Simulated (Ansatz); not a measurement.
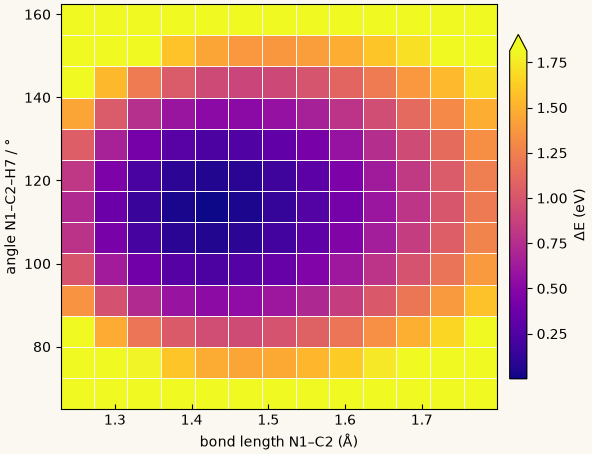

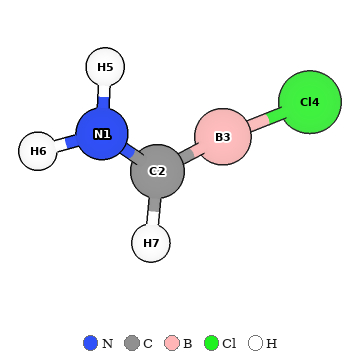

Energy landscape of CH₃BClN, SMILES NC=BCl. 
- The first coordinate is: bond length N1–C2; the second: angle N1–C2–H7.
- Nothing is relaxed (all other coordinates rigid).
- The scan uses a 13 × 13 grid.
- Points are written as (first, second).
- All energies are given in eV relative to the relaxed molecule at the same level.
- These are results of Ansatz, RKS r2SCAN-D4/def2-TZVP, not measurements.

The picture shows one coloured cell a grid point, one colour for all values above the top of the scale. The second picture is the structure at the lowest point.

Describe this landscape.

Answer. The lowest grid point is at (1.426 Å, 113.7°), 0.0004 eV from the relaxed molecule at the same level. No other kind of well shows on this grid. The highest grid point, (1.251 Å, 158.7°), lies 3.42 eV above the lowest. Round the minimum the two coordinates are nearly uncoupled.

The input of one point:

```yaml
crystal:
  periodic: [false, false, false]
  atoms:
    - { symbol: "N", position_ang: [-0.276473, 1.232564, 0.097319] }
    - { symbol: C, position_ang: [0.321117, -0.050234, 0.272794] }
    - { symbol: B, position_ang: [0.258232, -1.239752, -0.450065] }
    - { symbol: Cl, position_ang: [0.36273, -2.658407, -1.355723] }
    - { symbol: H, position_ang: [-0.989017, 1.226424, -0.620385] }
    - { symbol: H, position_ang: [-0.700988, 1.565222, 0.955841] }
    - { symbol: H, position_ang: [1.031647, -0.093969, 1.101266] }
basis:
  gaussian: { orbitals: def2-TZVP }
hamiltonian:
  xc: r2scan
  dispersion: d4
output:
  forces: true
```

Time for the 169 points that were run: 9.5 min on 1 thread of Intel(R) Xeon(R) 6975P-C (Granite Rapids), on a shared host.
